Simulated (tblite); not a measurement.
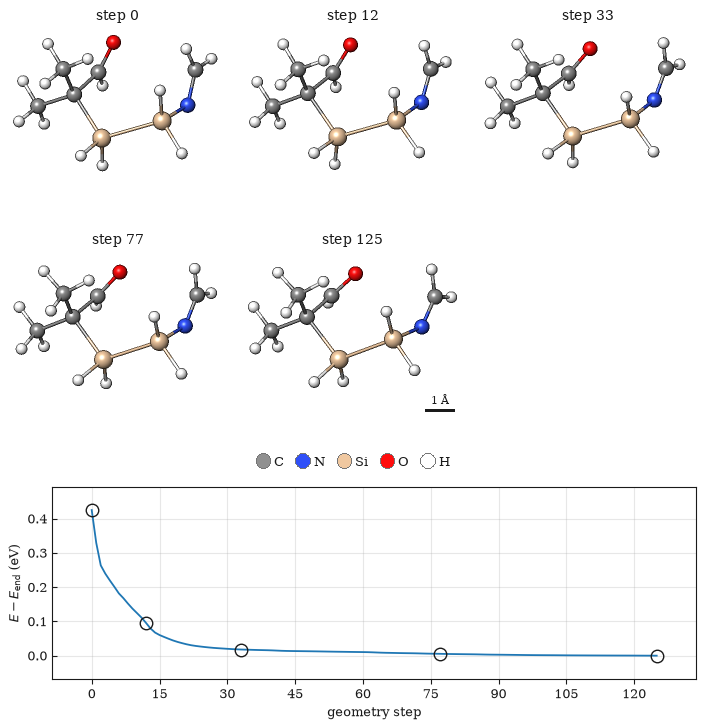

Frames of a relaxation of C5H13NOSi2, marked on the history of the run. A ball-and-stick model, seen at a tilt.

Theory: tblite, GFN2-xTB geometry optimisation, gas phase. 

### What happens along the run?

The largest move after the best rigid fit is that of an H atom, 0.57 Å. By element the largest moves are H 0.57 Å, O 0.38 Å, Si 0.34 Å, N 0.32 Å, C 0.22 Å. Near-neighbour distances that change, for instance: C–C 1.538 → 1.473 Å, C–N 1.292 → 1.249 Å, N–Si 1.749 → 1.714 Å, C–C 1.551 → 1.523 Å. Among the angles between lasting bonds that change: C–N–Si 116.1° → 135.3°, N–Si–H 109.7° → 118.9°, N–Si–H 108.4° → 101.2°. Groups turn about C–C by about 20°. Over 125 geometry steps the energy falls by 0.425 eV. Cost: 4.3 s on 1 thread of Intel(R) Xeon(R) Processor @ 2.50GHz, with other jobs on the host. From step 0 to 12: an H atom moves most (0.20 Å), energy −0.329 eV. From step 12 to 33: an H atom moves most (0.27 Å), energy −0.078 eV. From step 33 to 77: an H atom moves most (0.24 Å), energy −0.013 eV. From step 77 to 125: H atoms move most (0.23 Å), energy −0.005 eV.

| step | E − E(0), eV |
| --- | --- |
| 0 | 0.0000 |
| 1 | -0.0958 |
| 2 | -0.1615 |
| 3 | -0.1855 |
| 4 | -0.2052 |
| 5 | -0.2239 |
| 6 | -0.2432 |
| 7 | -0.2572 |
| 8 | -0.2729 |
| 9 | -0.2876 |
| 10 | -0.3006 |
| 16 | -0.3705 |
| 22 | -0.3947 |
| 28 | -0.4034 |
| 34 | -0.4076 |
| 40 | -0.4097 |
| 46 | -0.4119 |
| 52 | -0.4131 |
| 58 | -0.4143 |
| 64 | -0.4164 |
| 71 | -0.4181 |
| 77 | -0.4197 |
| 83 | -0.4209 |
| 89 | -0.4222 |
| 95 | -0.4231 |
| 101 | -0.4238 |
| 107 | -0.4243 |
| 113 | -0.4246 |
| 119 | -0.4249 |
| 125 | -0.4252 |
